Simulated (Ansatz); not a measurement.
**BrClFSn radical: geometry optimisation**

Aim: relax BrClFSn radical at this level.

The runs use Ansatz 0.2.0; UKS PBE-D4/def2-SVP.

1 further run of the same task is left out (set aside as unsound or not needed).

## 1. Where the work starts

SMILES `[F][Sn]([Cl])[Br]`, 4 atoms, charge 0, spin multiplicity 2.

Atoms are counted from 1 here; the program's logs count them from 0.

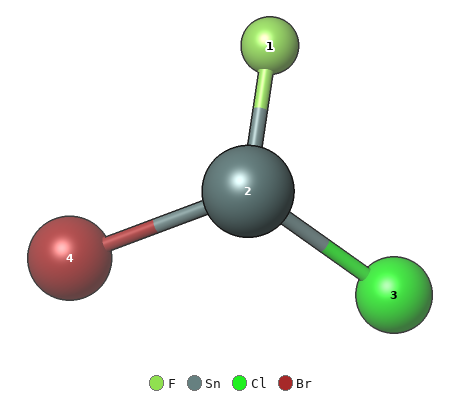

As it starts; colours as in the key; atoms are numbered from 1 in the order of the file.

As a file:

```xyz
4
charge 0, multiplicity 2
F    -1.8783    0.2721    0.1096
Sn   -0.1389   -0.6242   -0.0897
Cl    1.0055   -0.2319    1.9758
Br    1.0672    0.5237   -2.0159
```

## 2. Relaxation

The input, input.yaml:

```yaml
crystal:
  periodic: [false, false, false]
  atoms:
    - { symbol: F, position_ang: [-1.878266, 0.272073, 0.109598] }
    - { symbol: Sn, position_ang: [-0.138889, -0.624168, -0.089724] }
    - { symbol: Cl, position_ang: [1.005515, -0.231949, 1.975835] }
    - { symbol: Br, position_ang: [1.06724, 0.523744, -2.015909] }
magnetization:
  spin_polarized: true
  initial_magnetization: 1
basis:
  gaussian: { orbitals: def2-SVP }
hamiltonian:
  xc: pbe
  dispersion: d4
output:
  forces: true
relax:
  f_tol: 0.003
  max_steps: 120
```

Run with:

```console
$ ansatz run input.yaml --threads 1 --pin off --max-ram 2560MiB --backend cpu --events-out ev --progress --plain --runs-dir out
```

The program printed, shortened:

```text
Warning: RAYON_NUM_THREADS=1 ignored (pool sized by the plan → 1); use --threads N
[...]
Functional definition: PBE
[...]
979 factors; their error is unknown
[...]
mean field -91087.14980564 eV, -3347.3910142695 hartree, gradient 3.7e-5 eV, S^2 0.751804; 3 other end points of the search recorded, 0 dependent functions left out
[...]
reference -91087.14983968 eV, -3347.3910155205 hartree; 42, 41 occupied and 48, 49 virtual orbitals, 979 factors
relax step   1: F+E_penalty+E_count = -91087.28407027 eV  Δ(F+E_penalty+E_count) = +0.000e0 eV  max|allowed force component| = 2.983e-2 eV/Å  Δτ_max = 0.0000 Å  (67 SCF iters, accepted)
[...]
relax step   2: F+E_penalty+E_count = -91087.28411536 eV  Δ(F+E_penalty+E_count) = -4.510e-5 eV  max|allowed force component| = 5.314e-3 eV/Å  Δτ_max = 0.0029 Å  (24 SCF iters, accepted)
[...]
relax step   3: F+E_penalty+E_count = -91087.28411651 eV  Δ(F+E_penalty+E_count) = -1.148e-6 eV  max|allowed force component| = 1.217e-4 eV/Å  Δτ_max = 0.0003 Å  (21 SCF iters, accepted)
979 factors; their error is unknown
[...]
mean field -91087.14991505 eV, -3347.3910182903 hartree, gradient 1.9e-5 eV, S^2 0.751808; 4 other end points of the search recorded, 0 dependent functions left out
[...]
reference -91087.14994909 eV, -3347.3910195414 hartree; 42, 41 occupied and 48, 49 virtual orbitals, 979 factors
Total energy: -91087.28415056 eV, -3347.3959513542 hartree
Atom 0 at    -1.879467     0.271684     0.112378 Å, force    -0.000070     0.000037    -0.000018 eV/Å
Atom 1 at    -0.138246    -0.623746    -0.090624 Å, force    -0.000001    -0.000059    -0.000093 eV/Å
Atom 2 at     1.004059    -0.231877     1.975975 Å, force     0.000077     0.000014     0.000122 eV/Å
Atom 3 at     1.069254     0.523639    -2.017929 Å, force    -0.000006     0.000008    -0.000010 eV/Å
Dipole moment:     0.096147    -0.416567    -0.142448 e Å
```

Wall time 19 s (1 thread of Arm Neoverse V2, shared host); peak memory 0.15 GiB.

Relaxation path:

```
step  energy from step 1 (eV)  largest force component (eV/Å)
   1                   0.0000                          0.0298
   2                   0.0000                          0.0053
   3                   0.0000                          0.0001
```

Distances of close pairs at the start and the end, largest changes first:

```
   bond  before (Å)  after (Å)  change (Å)
 F1–Sn2       1.967      1.968      +0.002
Sn2–Br4       2.546      2.547      +0.001
Sn2–Cl3       2.394      2.394      -0.000
```

## 3. What came out

```
             quantity      value
        energy gained  0.0000 eV
root mean square move    0.002 Å
        dipole moment     2.16 D
```

What this shows: Bond lengths: F1–Sn2 1.968 Å, Sn2–Cl3 2.394 Å, Sn2–Br4 2.547 Å. Angles: F1–Sn2–Cl3 105.0°, F1–Sn2–Br4 107.0°, Cl3–Sn2–Br4 110.7°. No frequencies were computed here.
